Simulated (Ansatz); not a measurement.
Input of the run:

```
crystal:
  lattice:
    - [5.6896945747, 0.0, 0.0]
    - [-1.8965648582, 5.3642954889, 0.0]
    - [0.0, 0.0, 25.7724161668]
  atoms:
    - { symbol: Ta, position: [0.25, 0.25, 0.3104093908] }
    - { symbol: Ta, position: [0.25, 0.75, 0.3104093908] }
    - { symbol: Ta, position: [0.75, 0.25, 0.3104093908] }
    - { symbol: Ta, position: [0.75, 0.75, 0.3104093908] }
    - { symbol: Ta, position: [0.4990775246, 0.4984656324, 0.3989234618] }
    - { symbol: Ta, position: [0.4989309227, -0.0016554123, 0.3956848143] }
    - { symbol: Ta, position: [0.0003284703, 0.501147328, 0.3989460245] }
    - { symbol: Ta, position: [-0.000160196, 0.0015220853, 0.3982423035] }
    - { symbol: Ta, position: [0.7639869185, 0.7472853278, 0.4879127189] }
    - { symbol: Ta, position: [0.7233202916, 0.2210269747, 0.4856757011] }
    - { symbol: Ta, position: [0.2776820406, 0.776599461, 0.4879318263] }
    - { symbol: Ta, position: [0.2358198724, 0.2569749984, 0.4897302374] }
basis:
  ecutwfc: 420
kpoints:
  mp_grid: { grid: [4, 4, 1] }
hamiltonian:
  xc: pbe
  dispersion: d3bj
scf:
  occupations: { method: gaussian, width: 0.1 }
output:
  forces: true
  eigenvalues: true
  write_density: true
  volumetric_format: npy
efield:
  axis: 3
  dipole_correction: true
  ramp_width: 0.04
```

Launched with:
```bash
ansatz run input.yaml --threads 4 --pin off --max-ram 10240MiB --backend cpu --events-out ev --progress --plain --runs-dir out
```

What does the potential across the slab give for the work function?

The work function is 4.76 eV, the same on both faces. The two vacuum levels agree, so the slab has no net dipole along its normal. The outermost atoms are 4.6 Å apart, which leaves 21.2 Å of vacuum in a cell 25.8 Å high.

The atoms aren't at rest in this cell (largest force 0.8 eV/Å), so the relaxed material can differ. Spin-orbit coupling is left out, which matters for Ta.

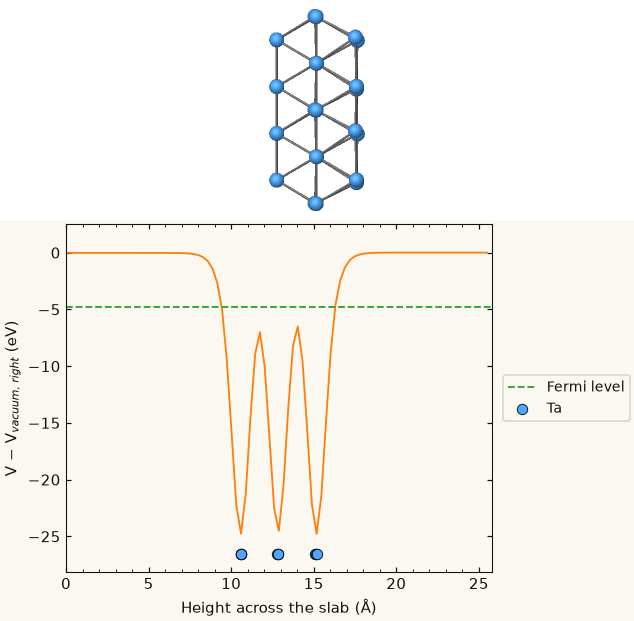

Plane-averaged electrostatic potential energy of an electron across the slab; circles at the bottom mark the heights of the atoms. The structure is drawn too.
